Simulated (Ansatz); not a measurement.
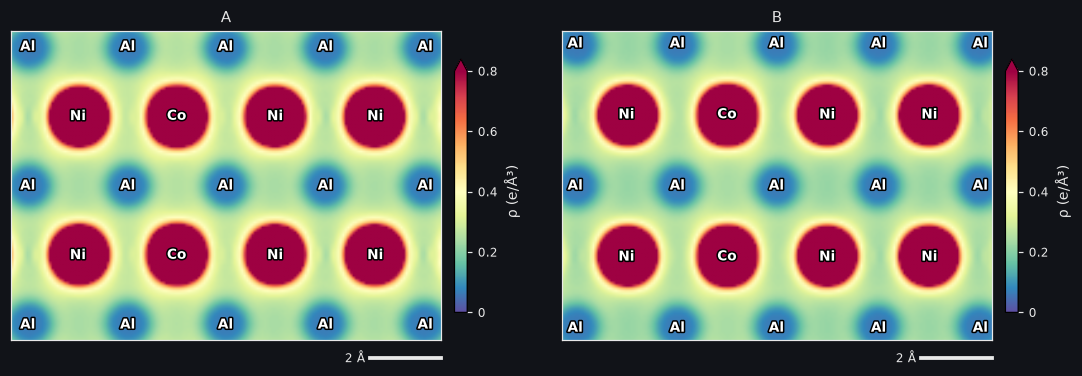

Al4CoNi3. The valence charge density (pseudo) of two cells that differ in size, on the (110) plane of each (indices in the axes of the calculation cell), at one length scale and on one colour scale: B has 11.6 Å³ an atom and A 10.9.

Space group P4/mmm; a structure generated by program, which may or may not match a known phase.

Theory: DFT PBE, scalar-relativistic, plane waves, PAW in Ansatz.

In a PAW calculation such maps are meaningful between the atoms, not at the nuclei.

Question: What does the compression do to the bonding and the properties?

Answer: From the larger cell to the smaller, Al–Ni goes from 2.48 to 2.42 Å, and the density at its midpoint from 0.31 to 0.33 e/Å³; Al–Co goes from 2.45 to 2.41 Å, and the density at its midpoint from 0.33 to 0.35 e/Å³; the pressure goes from 5 to 19 GPa; the largest moment (Co) goes from 0.3 to 0.0 μB.
